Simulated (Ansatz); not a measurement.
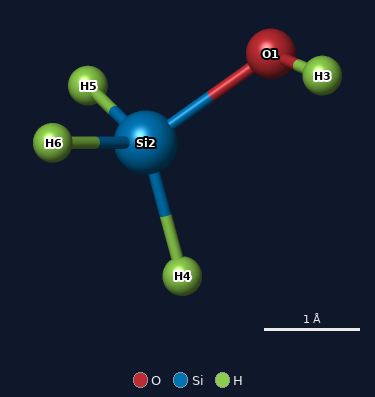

Figure 1. The input geometry (ball-and-stick view, seen at a tilt; atoms are numbered from 1 in the order of the input). Bond lengths as drawn: H–O 0.96 Å, H–Si 1.48 Å and O–Si 1.65 Å.

## SiH₄O: frequency calculation

SiH₄O, SMILES O[SiH3], computed with B3LYP/def2-TZVP, RKS, dispersion D4 (Ansatz 0.2.0).

The geometry was optimised with B3LYP-D4/def2-TZVP. Figures and captions count atoms from 1; the log counts them from 0 in places.

### The input
```yaml
crystal:
  periodic: [false, false, false]
  atoms:
    - {symbol: O, position_ang: [0.634181, -1.030845, 0.420165]}
    - {symbol: Si, position_ang: [-0.038339, 0.350602, -0.188582]}
    - {symbol: H, position_ang: [0.075199, -1.639475, 0.908634]}
    - {symbol: H, position_ang: [-1.126653, 0.051251, -1.152646]}
    - {symbol: H, position_ang: [1.057576, 1.063292, -0.873926]}
    - {symbol: H, position_ang: [-0.601964, 1.205175, 0.886355]}
basis:
  gaussian:
    orbitals: def2-TZVP
hamiltonian:
  xc: {name: B3LYP}
  dispersion: d4
phonons:
  temperatures: {t_min: 298.15, t_max: 298.15, t_step: 1}
```

Hardware: 1 thread of Arm Neoverse V2, 24 GiB of memory available, shared host.

Launched with:
```bash
ansatz run molecule.yaml --threads 1 --pin off --max-ram 3480MiB --events-out events.jsonl --progress --plain --runs-dir runs
```

### The program's output
```
Functional definition: B3LYP
  name "B3LYP"
  parameter a0 = 0.2
  parameter ax = 0.72
  parameter ac = 0.81
  exchange = (1 - a0 - ax)*slater_x + ax*b88_x + a0*exact_x
  correlation = (1 - ac)*vwn_rpa_c + ac*lyp_c
588 factors; their error is unknown
mean field evaluation 1: about -9987.8546 eV, gradient 5.5e1 eV
mean field evaluation 2: about -9975.5829 eV, gradient 9.8e1 eV
mean field evaluation 4: about -9992.6450 eV, gradient 1.5e0 eV
mean field evaluation 8: about -9992.6798 eV, gradient 1.6e-2 eV
mean field -9992.67984108 eV, -367.2242108779 hartree, gradient 3.6e-5 eV, S^2 0.000000; 0 other end points of the search recorded, 0 dependent functions left out
the calculation of the forces begins
reference -9992.68005155 eV, -367.2242186126 hartree; 13, 13 occupied and 79, 79 virtual orbitals, 588 factors
these checks for a lower state are left out or cut short: stability, starts, cluster_reference, orbital_swaps, neighbouring_geometries, increment
588 factors; their error is unknown
mean field evaluation 16: about -9992.6797 eV, gradient 1.6e-1 eV
mean field -9992.67977289 eV, -367.2242083720 hartree, gradient 2.2e-6 eV, S^2 0.000000; 0 other end points of the search recorded, 0 dependent functions left out
[... from here on the field's lines of each further geometry are left out, up to the last ...]
the calculation of the forces begins
reference -9992.68001859 eV, -367.2242174013 hartree; 13, 13 occupied and 79, 79 virtual orbitals, 588 factors
these checks for a lower state are left out or cut short: stability, starts, cluster_reference, orbital_swaps, neighbouring_geometries, increment
588 factors; their error is unknown
mean field -9992.67980917 eV, -367.2242097054 hartree, gradient 1.6e-6 eV, S^2 0.000000; 0 other end points of the search recorded, 0 dependent functions left out
the calculation of the forces begins
reference -9992.68001964 eV, -367.2242174399 hartree; 13, 13 occupied and 79, 79 virtual orbitals, 588 factors
Total energy: -9992.78466845 eV, -367.2280632127 hartree
Atom 0 at     0.634181    -1.030845     0.420165 Å, force    -0.000488    -0.000754     0.000581 eV/Å
Atom 1 at    -0.038339     0.350602    -0.188582 Å, force     0.001421     0.001266    -0.001093 eV/Å
Atom 2 at     0.075199    -1.639475     0.908634 Å, force     0.000107     0.000035    -0.000070 eV/Å
Atom 3 at    -1.126653     0.051251    -1.152646 Å, force    -0.000464    -0.000347     0.000249 eV/Å
Atom 4 at     1.057576     1.063292    -0.873926 Å, force    -0.000136     0.000084    -0.000021 eV/Å
Atom 5 at    -0.601964     1.205175     0.886355 Å, force    -0.000439    -0.000284     0.000354 eV/Å
Dipole moment:    -0.239785    -0.094960     0.115507 e Å
Vibrations: 200.07 686.32 723.55 837.78 902.63 958.78 977.51 1005.22 2209.22 2215.18 2262.28 3872.76 cm⁻¹, zero-point energy 1.044648 eV
```

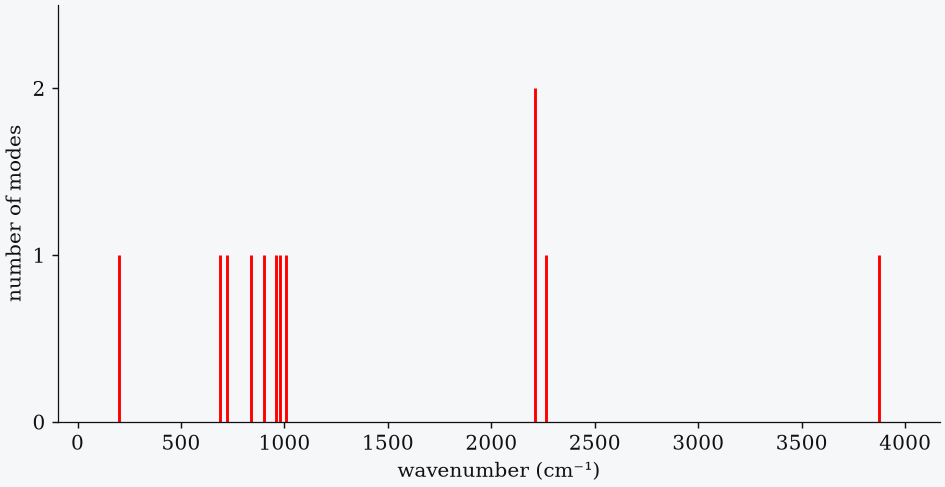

Figure 2. Harmonic vibrational wavenumbers from the force constants; neighbouring modes closer than 17 cm⁻¹ are counted in one stick. 12 modes from 200 to 3873 cm⁻¹, none imaginary.

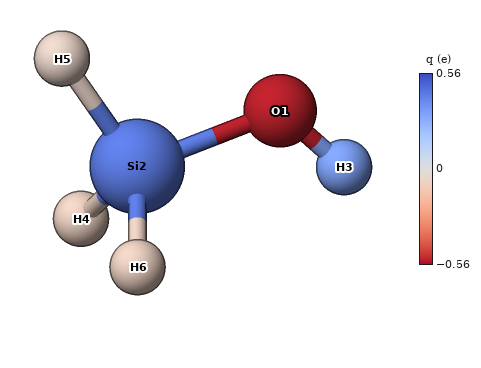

Figure 3. Mulliken charges, as the colour of each atom (ball-and-stick view, seen at a tilt; atoms are numbered from 1 in the order of the input; Mulliken charges depend strongly on the basis). By element: O −0.53, Si +0.42 and H −0.08 to +0.31 e.

### Summary

```tsv
quantity	value
outcome	converged
total energy	−367.228063 hartree
SCF energy	−367.224219 hartree
dispersion energy	−0.003845 hartree
basis functions	92
largest force	0.002 eV/Å
zero-point energy	0.038390 hartree
dipole moment	1.36 D
wavenumbers, lowest and highest	200 and 3873 cm⁻¹
wall time	34 s
peak memory	0.13 GiB
```

### Remarks

Notes on the run: dispersion at fixed coordination numbers.
